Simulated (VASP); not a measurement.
# A VASP study of MgB2 (PBEsol + D3(BJ)): structure first, properties next, part 3 of 5

Wanted: the relaxed cell of MgB2 and its properties. The start is a cell from a database of measured crystal structures.

VASP 6.6.1; PBEsol with D3(BJ); plane waves and PAW (Mg, B).

So far. Step 5 (Band structure (PBEsol + D3(BJ))): Of the bands kept, 3 cross the Fermi level on this path. Step 6 (Density of states (PBEsol + D3(BJ))): The finer mesh and the other smearing move the Fermi level by +0.10 eV from the 7×7×6 run, one measure of the sampling error in the zero of the bands above. Of the states within 0.3 eV of the Fermi level, the largest shares in the PAW spheres are B p 47 %. The rest lies in smaller channels or between the spheres.

### 7. Zone-centre phonons (PBEsol + D3(BJ))

Zone-centre modes test whether the atoms sit at a minimum within this cell. IBRION = 6 takes the force constants from differences of forces between displaced cells, so the forces must be tight.

File INCAR:

```
SYSTEM = MgB2
PREC = Accurate
ENCUT = 420
EDIFF = 1E-08
NELM = 100
ISMEAR = 1
SIGMA = 0.2
LREAL = .FALSE.
ALGO = Normal
GGA = PS
IVDW = 12
NBANDS = 10
LORBIT = 11
LWAVE = .FALSE.
LCHARG = .FALSE.
KPAR = 2
IBRION = 6
NFREE = 2
POTIM = 0.015
ISIF = 2
NSW = 1
```

File POSCAR:

```
MgB2
1.0
    3.0367461370      0.0000000000      0.0000000000
   -1.5183730685      2.6298992995      0.0000000000
    0.0000000000      0.0000000000      3.4654839979
Mg B
1 2
Direct
    0.0000000000      0.0000000000      0.0000000000
    0.3333333333      0.6666666667      0.5000000000
    0.6666666667      0.3333333333      0.5000000000
```

File KPOINTS:

```
Automatic mesh
0
Gamma
15 15 11
0 0 0
```

PAW data sets: Mg and B (PBE family, release 64).

Run with:

```bash
$ mpirun -np 2 vasp_std
```

Log:

```text
[... set-up lines as in an earlier step ...]
 entering main loop
       N       E                     dE             d eps       ncg     rms          rms(c)
DAV:   1    -0.287784423152E+00   -0.28778E+00   -0.34283E+03  3576   0.562E+02
DAV:   2    -0.175067470592E+02   -0.17219E+02   -0.16217E+02  4236   0.981E+01
DAV:   3    -0.178953010982E+02   -0.38855E+00   -0.38687E+00  4186   0.126E+01
DAV:   4    -0.178961619379E+02   -0.86084E-03   -0.86074E-03  4082   0.626E-01
DAV:   5    -0.178961646710E+02   -0.27331E-05   -0.27329E-05  3914   0.345E-02    0.537E+00
DAV:   6    -0.164571766872E+02    0.14390E+01   -0.19516E+00  3600   0.679E+00    0.252E+00
DAV:   7    -0.162145644689E+02    0.24261E+00   -0.94933E-01  3670   0.475E+00    0.770E-01
DAV:   8    -0.162174493924E+02   -0.28849E-02   -0.10207E-01  3508   0.181E+00    0.397E-01
DAV:   9    -0.162078445252E+02    0.96049E-02   -0.23106E-02  3532   0.733E-01    0.619E-02
DAV:  10    -0.162077575517E+02    0.86974E-04   -0.11077E-03  4198   0.198E-01    0.212E-02
DAV:  11    -0.162077513869E+02    0.61648E-05   -0.54946E-05  3654   0.455E-02    0.514E-03
DAV:  12    -0.162077498188E+02    0.15681E-05   -0.82107E-06  3644   0.141E-02    0.152E-03
DAV:  13    -0.162077497817E+02    0.37092E-07   -0.26094E-07  3718   0.320E-03    0.323E-04
DAV:  14    -0.162077497806E+02    0.10953E-08   -0.21779E-08  3706   0.879E-04
   1 F= -.16947192E+02 E0= -.16946622E+02  d E =-.171003E-02
 Found     4 degrees of freedom:
 Finite differences POTIM= 0.01500 DOF=   4
 bond charge predicted
       N       E                     dE             d eps       ncg     rms          rms(c)
DAV:   1    -0.162071494720E+02    0.60031E-03   -0.99626E-03  7892   0.699E-01    0.210E-02
DAV:   2    -0.162071516188E+02   -0.21467E-05   -0.94094E-05  9776   0.753E-02    0.120E-02
DAV:   3    -0.162071502663E+02    0.13524E-05   -0.11175E-05  9390   0.190E-02    0.184E-03
DAV:   4    -0.162071503759E+02   -0.10957E-06   -0.49023E-07  9102   0.526E-03    0.108E-03
DAV:   5    -0.162071504154E+02   -0.39458E-07   -0.27750E-08  9802   0.120E-03    0.847E-05
DAV:   6    -0.162071504158E+02   -0.42581E-09   -0.10905E-09  4938   0.229E-04
   2 F= -.16946593E+02 E0= -.16946023E+02  d E =-.170841E-02
[...]
3 F= -.16946593E+02 E0= -.16946023E+02  d E =-.170841E-02
[...]
4 F= -.16946303E+02 E0= -.16945731E+02  d E =-.171702E-02
[...]
5 F= -.16946303E+02 E0= -.16945731E+02  d E =-.171701E-02
[...]
6 F= -.16946147E+02 E0= -.16945571E+02  d E =-.172789E-02
[...]
7 F= -.16946147E+02 E0= -.16945571E+02  d E =-.172782E-02
[...]
8 F= -.16945873E+02 E0= -.16945305E+02  d E =-.170415E-02
 Finite differences progress:
  Degree of freedom:   4/  4
  Displacement:        1/  2
  Total:               7/  8
 bond charge predicted
       N       E                     dE             d eps       ncg     rms          rms(c)
DAV:   1    -0.162080350702E+02   -0.16049E-02   -0.62686E-01  5158   0.525E+00    0.184E-01
DAV:   2    -0.162067141022E+02    0.13210E-02   -0.65046E-03  5928   0.544E-01    0.869E-02
DAV:   3    -0.162064242193E+02    0.28988E-03   -0.14801E-03  6402   0.204E-01    0.183E-02
DAV:   4    -0.162064295754E+02   -0.53560E-05   -0.59065E-05  5812   0.579E-02    0.771E-03
DAV:   5    -0.162064301452E+02   -0.56981E-06   -0.13552E-06  6792   0.755E-03    0.156E-03
DAV:   6    -0.162064301685E+02   -0.23283E-07   -0.96121E-08  5830   0.192E-03    0.375E-04
DAV:   7    -0.162064301669E+02    0.15683E-08   -0.10406E-08  3564   0.625E-04
   9 F= -.16945873E+02 E0= -.16945305E+02  d E =-.170414E-02
 Finite differences progress:
  Degree of freedom:   4/  4
  Displacement:        2/  2
  Total:               8/  8
```

Run time: 83 s. Hardware: 2 MPI ranks of Intel Xeon 6975P-C (Granite Rapids), shared host; peak memory 0.78 GiB.

OUTCAR, selected parts (step 7):

```text
   k-points           NKPTS =    162   k-points in BZ     NKDIM =    162   number of bands    NBANDS=     10

   NELECT =       8.0000    total number of electrons

 Edisp (eV)   -0.73944

 E-fermi :   5.5070

 k-point     1 :       0.0000    0.0000    0.0000
  band No.  band energies     occupation
      1      -7.1526      2.00000
      2       2.5094      2.00000
      3       5.9491     -0.00764
      4       5.9491     -0.00764
      5       7.2992     -0.00000
      6      12.0238      0.00000
      7      12.0238      0.00000
    ...

 Edisp (eV)   -0.73944

  Total       0.09335     0.09335    -0.12651     0.00000     0.00000     0.00000
  in kB       5.40416     5.40416    -7.32337     0.00000     0.00000     0.00000
  external pressure =        1.16 kB  Pullay stress =        0.00 kB

 POSITION                                       TOTAL-FORCE (eV/Angst)
 -----------------------------------------------------------------------------------
      0.00000      0.00000      0.00000         0.000000     -0.000000     -0.059290
     -0.00000      1.75327      1.71774        -0.000000     -0.000000      0.175921
      1.51837      0.87663      1.73274        -0.000000      0.000000     -0.116631
 -----------------------------------------------------------------------------------
    total drift:                               -0.000000     -0.000000      0.000005

  FREE ENERGIE OF THE ION-ELECTRON SYSTEM (eV)
  ---------------------------------------------------
  free  energy   TOTEN  =       -16.9458730892 eV

  energy  without entropy=      -16.9441689528  energy(sigma->0) =      -16.94530504

 Eigenvectors and eigenvalues of the dynamical matrix
 ----------------------------------------------------

   1 f  =   20.997602 THz   131.931826 2PiTHz  700.404620 cm-1    86.839066 meV
             X         Y         Z           dx          dy          dz
      0.000000  0.000000  0.000000    -0.000000    0.000000    0.000000
     -0.000000  1.753266  1.732742    -0.000000    0.000000   -0.707107
      1.518373  0.876633  1.732742     0.000000   -0.000000    0.707107

   2 f  =   18.939923 THz   119.003044 2PiTHz  631.767815 cm-1    78.329191 meV
             X         Y         Z           dx          dy          dz
      0.000000  0.000000  0.000000     0.000000    0.000000   -0.000000
     -0.000000  1.753266  1.732742     0.000021    0.707107    0.000000
      1.518373  0.876633  1.732742    -0.000021   -0.707107   -0.000000

   3 f  =   18.939923 THz   119.003044 2PiTHz  631.767815 cm-1    78.329191 meV
             X         Y         Z           dx          dy          dz
      0.000000  0.000000  0.000000     0.000000   -0.000000    0.000000
     -0.000000  1.753266  1.732742    -0.707107    0.000021   -0.000000
      1.518373  0.876633  1.732742     0.707107   -0.000021   -0.000000

   4 f  =   12.993418 THz    81.640056 2PiTHz  433.413787 cm-1    53.736437 meV
             X         Y         Z           dx          dy          dz
      0.000000  0.000000  0.000000    -0.000000   -0.000000    0.686108
     -0.000000  1.753266  1.732742     0.000000    0.000000   -0.514420
      1.518373  0.876633  1.732742     0.000000    0.000000   -0.514420

   5 f  =   10.671131 THz    67.048695 2PiTHz  355.950621 cm-1    44.132233 meV
             X         Y         Z           dx          dy          dz
      0.000000  0.000000  0.000000     0.000026   -0.686178    0.000000
     -0.000000  1.753266  1.732742    -0.000020    0.514373    0.000000
      1.518373  0.876633  1.732742    -0.000020    0.514373    0.000000

   6 f  =   10.671131 THz    67.048695 2PiTHz  355.950621 cm-1    44.132233 meV
             X         Y         Z           dx          dy          dz
      0.000000  0.000000  0.000000    -0.686178   -0.000026   -0.000000
     -0.000000  1.753266  1.732742     0.514373    0.000020    0.000000
      1.518373  0.876633  1.732742     0.514373    0.000020    0.000000

   7 f/i=    0.000528 THz     0.003315 2PiTHz    0.017596 cm-1     0.002182 meV
             X         Y         Z           dx          dy          dz
      0.000000  0.000000  0.000000     0.180349   -0.704723   -0.000000
     -0.000000  1.753266  1.732742     0.120294   -0.470053   -0.000000
      1.518373  0.876633  1.732742     0.120294   -0.470053   -0.000000

   8 f/i=    0.000528 THz     0.003315 2PiTHz    0.017596 cm-1     0.002182 meV
             X         Y         Z           dx          dy          dz
      0.000000  0.000000  0.000000    -0.704723   -0.180349   -0.000000
     -0.000000  1.753266  1.732742    -0.470053   -0.120294   -0.000000
      1.518373  0.876633  1.732742    -0.470053   -0.120294   -0.000000

   9 f/i=    0.000612 THz     0.003842 2PiTHz    0.020398 cm-1     0.002529 meV
             X         Y         Z           dx          dy          dz
      0.000000  0.000000  0.000000     0.000000    0.000000   -0.727500
     -0.000000  1.753266  1.732742     0.000000    0.000000   -0.485151
      1.518373  0.876633  1.732742     0.000000    0.000000   -0.485151

 ELASTIC MODULI CONTR FROM IONIC RELAXATION (kBar)
 Direction    XX          YY          ZZ          XY          YZ          ZX
 --------------------------------------------------------------------------------
 XX        -175.3963    175.3963      0.0000     -0.0000      0.0000      0.0000
 YY         175.3963   -175.3963     -0.0000      0.0000      0.0000      0.0000
 ZZ           0.0000     -0.0000     -0.0000      0.0000      0.0000      0.0000
 XY          -0.0000      0.0000      0.0000   -175.3963      0.0000      0.0000
 YZ           0.0000      0.0000      0.0000      0.0000      0.0000      0.0000
 ZX           0.0000      0.0000      0.0000      0.0000      0.0000      0.0000
 --------------------------------------------------------------------------------

[... 6 parts as in an earlier step ...]

[... 10 further parts left out ...]
```

CONTCAR:

```
MgB2
   1.00000000000000
     3.0367461370000002    0.0000000000000000    0.0000000000000000
    -1.5183730685000001    2.6298992994999999    0.0000000000000000
     0.0000000000000000    0.0000000000000000    3.4654839978999998
  Mg              B
     1     2
Direct
     0.0000000000000000    0.0000000000000000    0.0000000000000000
     0.3333333332999970    0.6666666667000029    0.4956716002702393
     0.6666666667000030    0.3333333332999970    0.5000000000000000
```

The last energy, forces, stress and levels in OUTCAR belong to the last displaced cell, not to the cell of POSCAR.

This step gave:

| Quantity | Value |
| --- | --- |
| bands | 10 |
| irreducible k-points | 162 |
| pressure of the cell | 0.1096 GPa |
| largest force of the cell | 0 eV/Å |

The modes at Γ (shares of kinetic energy by element, %):

| mode | frequency (cm⁻¹) | symmetry | Mg % | B % |
| --- | --- | --- | --- | --- |
| 1 | 0.0 | acoustic | 53 | 47 |
| 2 | 0.0 | acoustic | 53 | 47 |
| 3 | 0.0 | acoustic | 53 | 47 |
| 4 | 356.0 | E1u | 47 | 53 |
| 5 | 356.0 | E1u | 47 | 53 |
| 6 | 433.4 | A2u | 47 | 53 |
| 7 | 631.8 | E2g | 0 | 100 |
| 8 | 631.8 | E2g | 0 | 100 |
| 9 | 700.4 | Bg | 0 | 100 |

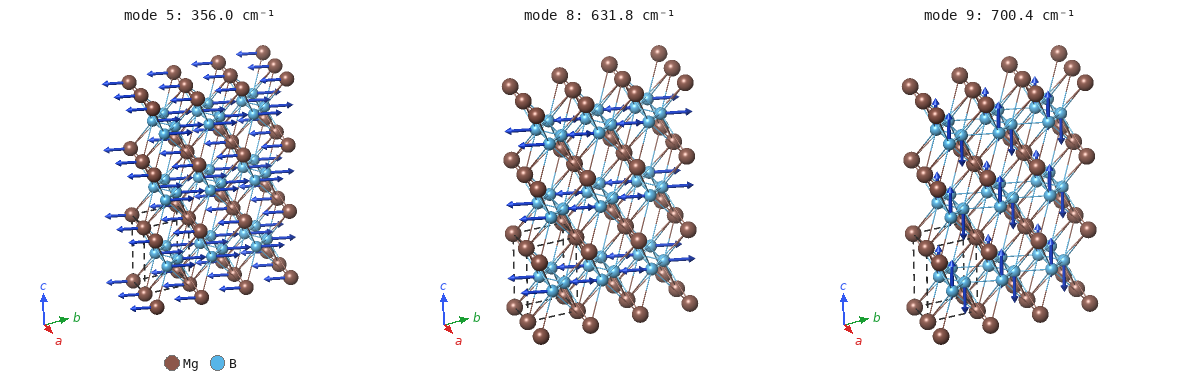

Displacement patterns of modes 5, 8 and 9 at Γ; arrows are exaggerated. 2×3×3 cells are drawn. Some periodic images of atoms are drawn too.

The three acoustic modes come out at zero, and all others are real. By the characters of their eigenvectors the optical modes sort into (cm⁻¹) Raman active: E2g 632; infrared active: E1u 356, A2u 433; silent: Bg 700. B labels carry no number here, since it depends on the setting of the axes. With a centre of inversion no mode is active in both.

### 8. Volume scan with PBEsol + D3(BJ)

An equation of state needs energies on both sides of the minimum, all on one mesh and cutoff.

File INCAR:

```
SYSTEM = MgB2
PREC = Accurate
ENCUT = 420
EDIFF = 1E-06
NELM = 100
ISMEAR = 0
SIGMA = 0.05
LREAL = .FALSE.
ALGO = Normal
GGA = PS
IVDW = 12
NBANDS = 10
LORBIT = 11
LWAVE = .FALSE.
LCHARG = .FALSE.
KPAR = 2
ISIF = 2
```

File POSCAR:

```
MgB2
1.0
    2.9747543315      0.0000000000      0.0000000000
   -1.4873771658      2.5762128211      0.0000000000
    0.0000000000      0.0000000000      3.3947399843
Mg B
1 2
Direct
    0.0000000000      0.0000000000      0.0000000000
    0.3333333333      0.6666666667      0.5000000000
    0.6666666667      0.3333333333      0.5000000000
```

File KPOINTS:

```
Automatic mesh
0
Gamma
7 7 6
0 0 0
```

Run with:

```bash
$ mpirun -np 2 vasp_std
```

Log:

```text
[... set-up lines as in an earlier step ...]
 entering main loop
       N       E                     dE             d eps       ncg     rms          rms(c)
DAV:   1    -0.363458339742E+00   -0.36346E+00   -0.35403E+03   706   0.576E+02
DAV:   2    -0.175737461280E+02   -0.17210E+02   -0.16028E+02   864   0.980E+01
DAV:   3    -0.179387012303E+02   -0.36496E+00   -0.36452E+00   850   0.123E+01
DAV:   4    -0.179394397782E+02   -0.73855E-03   -0.73848E-03   804   0.585E-01
DAV:   5    -0.179394414870E+02   -0.17088E-05   -0.17085E-05   790   0.282E-02    0.569E+00
DAV:   6    -0.163698346733E+02    0.15696E+01   -0.20849E+00   688   0.725E+00    0.265E+00
DAV:   7    -0.161200627270E+02    0.24977E+00   -0.98773E-01   712   0.495E+00    0.829E-01
DAV:   8    -0.161165207801E+02    0.35419E-02   -0.92028E-02   690   0.177E+00    0.295E-01
DAV:   9    -0.161112748834E+02    0.52459E-02   -0.13268E-02   716   0.578E-01    0.560E-02
DAV:  10    -0.161112183523E+02    0.56531E-04   -0.11653E-03   780   0.193E-01    0.266E-02
DAV:  11    -0.161111910032E+02    0.27349E-04   -0.13216E-04   698   0.658E-02    0.224E-03
DAV:  12    -0.161111909027E+02    0.10054E-06   -0.24120E-06   764   0.103E-02
   1 F= -.16898670E+02 E0= -.16898589E+02  d E =-.162434E-03
```

Wall time 2.6 s (2 MPI ranks); peak memory 0.26 GiB; 2.9 s of CPU time.

OUTCAR, selected parts (step 8):

```text
   ENCUT  =  420.0 eV  30.87 Ry    5.56 a.u.   4.97  4.97  5.67*2*pi/ulx,y,z

   NELECT =       8.0000    total number of electrons

 E-fermi :   5.8425

 k-point     1 :       0.0000    0.0000    0.0000
  band No.  band energies     occupation
      1      -7.0873      2.00000
      2       2.8360      2.00000
      3       6.4304      0.00000
      4       6.4304      0.00000
      5       7.9144      0.00000
      6      12.7475      0.00000
      7      12.7475      0.00000
    ...

 Edisp (eV)   -0.78748

  Total       2.09237     2.09237     1.36859    -0.00000     0.00000     0.00000
  in kB     128.85763   128.85763    84.28383    -0.00000     0.00000     0.00000
  external pressure =      114.00 kB  Pullay stress =        0.00 kB

 POSITION                                       TOTAL-FORCE (eV/Angst)
 -----------------------------------------------------------------------------------
      0.00000      0.00000      0.00000         0.000000      0.000000      0.000000
     -0.00000      1.71748      1.69737         0.000000     -0.000000     -0.000000
      1.48738      0.85874      1.69737        -0.000000      0.000000      0.000000
 -----------------------------------------------------------------------------------
    total drift:                                0.000000     -0.000000     -0.000000

  FREE ENERGIE OF THE ION-ELECTRON SYSTEM (eV)
  ---------------------------------------------------
  free  energy   TOTEN  =       -16.8986699198 eV

  energy  without entropy=      -16.8985074859  energy(sigma->0) =      -16.89858870

[... 3 parts as in an earlier step ...]

[... 13 further parts left out ...]
```

The scan keeps the cell's shape and the fractional positions fixed.

This step gave:

```yaml
scf_cycles: 12
irreducible_k_points: 32
free_energy_toten: -16.90 eV
energy_at_zero_smearing: -16.90 eV
fermi_energy: 5.843 eV
pressure: 11.40 GPa
```

The pressure here is 11.40 GPa.

### 9. Volume scan with PBEsol + D3(BJ) (run 2)

INCAR is that of step 8.

File POSCAR:

```
MgB2
1.0
    2.9957039959      0.0000000000      0.0000000000
   -1.4978519979      2.5943557627      0.0000000000
    0.0000000000      0.0000000000      3.4186473916
Mg B
1 2
Direct
    0.0000000000      0.0000000000      0.0000000000
    0.3333333333      0.6666666667      0.5000000000
    0.6666666667      0.3333333333      0.5000000000
```

KPOINTS is that of step 8.

Run with:

```bash
$ mpirun -np 2 vasp_std
```

Log:

```text
[... set-up lines as in an earlier step ...]
 entering main loop
       N       E                     dE             d eps       ncg     rms          rms(c)
DAV:   1    -0.177708477177E+01   -0.17771E+01   -0.33997E+03   736   0.556E+02
DAV:   2    -0.175698149771E+02   -0.15793E+02   -0.14905E+02   804   0.939E+01
DAV:   3    -0.179355279346E+02   -0.36571E+00   -0.36487E+00   794   0.118E+01
DAV:   4    -0.179363437907E+02   -0.81586E-03   -0.81578E-03   818   0.591E-01
DAV:   5    -0.179363466520E+02   -0.28613E-05   -0.28616E-05   814   0.337E-02    0.558E+00
DAV:   6    -0.164108578656E+02    0.15255E+01   -0.20404E+00   694   0.710E+00    0.260E+00
DAV:   7    -0.161686061351E+02    0.24225E+00   -0.95924E-01   704   0.483E+00    0.812E-01
DAV:   8    -0.161650551078E+02    0.35510E-02   -0.86323E-02   684   0.171E+00    0.293E-01
DAV:   9    -0.161600947652E+02    0.49603E-02   -0.12483E-02   730   0.555E-01    0.550E-02
DAV:  10    -0.161600681991E+02    0.26566E-04   -0.13283E-03   758   0.200E-01    0.313E-02
DAV:  11    -0.161600232267E+02    0.44972E-04   -0.19098E-04   708   0.766E-02    0.195E-03
DAV:  12    -0.161600233720E+02   -0.14525E-06   -0.22123E-06   754   0.110E-02
   1 F= -.16930831E+02 E0= -.16930688E+02  d E =-.286193E-03
```

Run time: 2.4 s. Hardware: 2 MPI ranks; peak memory 0.26 GiB.

Parts of OUTCAR (step 9):

```text
   ENCUT  =  420.0 eV  30.87 Ry    5.56 a.u.   5.01  5.01  5.71*2*pi/ulx,y,z

   NELECT =       8.0000    total number of electrons

 E-fermi :   5.6843

 k-point     1 :       0.0000    0.0000    0.0000
  band No.  band energies     occupation
      1      -7.1158      2.00000
      2       2.7209      2.00000
      3       6.2546      0.00000
      4       6.2546      0.00000
      5       7.7064      0.00000
      6      12.4900      0.00000
      7      12.4900      0.00000
    ...

 Edisp (eV)   -0.77081

  Total       1.35360     1.35360     0.89234     0.00000    -0.00000    -0.00000
  in kB      81.62408    81.62408    53.80945     0.00000    -0.00000    -0.00000
  external pressure =       72.35 kB  Pullay stress =        0.00 kB

 POSITION                                       TOTAL-FORCE (eV/Angst)
 -----------------------------------------------------------------------------------
      0.00000      0.00000      0.00000         0.000000     -0.000000      0.000000
     -0.00000      1.72957      1.70932        -0.000000      0.000000     -0.000000
      1.49785      0.86479      1.70932        -0.000000     -0.000000      0.000000
 -----------------------------------------------------------------------------------
    total drift:                                0.000000     -0.000000     -0.000000

  FREE ENERGIE OF THE ION-ELECTRON SYSTEM (eV)
  ---------------------------------------------------
  free  energy   TOTEN  =       -16.9308308194 eV

  energy  without entropy=      -16.9305446264  energy(sigma->0) =      -16.93068772

[... 4 parts as in an earlier step ...]

[... 12 further parts left out ...]
```

Numbers from this step:

| Item | Value |
| --- | --- |
| free energy (TOTEN) | -16.93 eV |
| energy at zero smearing | -16.93 eV |
| Fermi energy | 5.684 eV |
| pressure | 7.235 GPa |

The pressure falls from 11.40 to 7.24 GPa.

The run ends at a pressure of 7.24 GPa.

[end of part 3 of 5]

[Lines on the potential files, build, host, timing and source positions are cut from VASP's logs without a mark.]

[Logs are printed without paths, hosts, clocks, repeated set-up lines and the standing remarks that a program may print on its own settings, such as how far it seeks lower states.]

[Hosts, paths, dates, database ids (printed as entryN), source tags and the programs' standing remarks are cut or masked in the printed files.]

[A measured line is paired with the nearest computed mode of its activity, which favours agreement.]
